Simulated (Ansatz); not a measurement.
Band structure of ZrSnTe (P4/nmm, 6 atoms in the cell).

```
CELL_PARAMETERS angstrom
      4.09585     0.00000     0.00000
      0.00000     4.09585     0.00000
      0.00000     0.00000     8.78320
ATOMIC_POSITIONS crystal
  Zr 0.50000 0.00000 0.26357
  Zr 0.00000 0.50000 0.73643
  Sn 0.00000 0.00000 0.00000
  Sn 0.50000 0.50000 0.00000
  Te 0.50000 0.00000 0.61941
  Te 0.00000 0.50000 0.38059
```

Level of theory: PBEsol, PAW files made with PBE (plane waves; Ansatz, a program for electronic structure).

Settings: basis.ecutwfc = 420 eV; kpoints.mp_grid.grid = 5 5 3; hamiltonian.xc = pbesol; hamiltonian.pseudopotentials = {kind: paw} (an earlier, softer set of the program's PAW files); scf.occupations.method = gaussian; scf.occupations.width = 0.136 eV; kpoints.band_path.npoints = 8.

The starting cell comes from a database of computed structures (which also holds hypothetical and non-ambient phases and stackings), without a prior relaxation at this level. Its lattice was rescaled by a random factor within 2.5 % of one. Spin-orbit coupling is off.

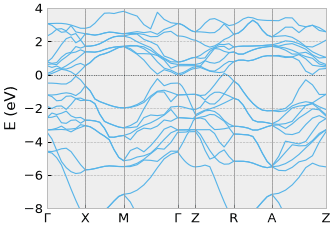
*Bands along the path, energies from the Fermi level.*

Levels in eV from the Fermi level, bands 39 to 46:
| point | 39 | 40 | 41 | 42 | 43 | 44 | 45 | 46 |
|---|---|---|---|---|---|---|---|---|
| Γ | -1.89 | -1.20 | -1.20 | -0.50 | -0.02 | 0.08 | 0.54 | 0.62 |
| X | -1.52 | -1.52 | -0.66 | -0.66 | 0.55 | 0.55 | 1.38 | 1.38 |
| M | -3.18 | -3.18 | -1.98 | -1.98 | 1.70 | 1.70 | 1.71 | 1.71 |
| Z | -2.39 | -2.08 | -1.17 | -1.17 | 0.38 | 0.48 | 0.55 | 0.62 |
| R | -1.40 | -1.40 | -0.37 | -0.37 | 0.79 | 0.79 | 1.37 | 1.37 |
| A | -2.93 | -2.93 | -2.15 | -2.15 | 1.14 | 1.14 | 1.71 | 1.71 |

Bands cross the Fermi level along this path, so the cell is metallic at this level.

Keys are those of Ansatz 0.2.
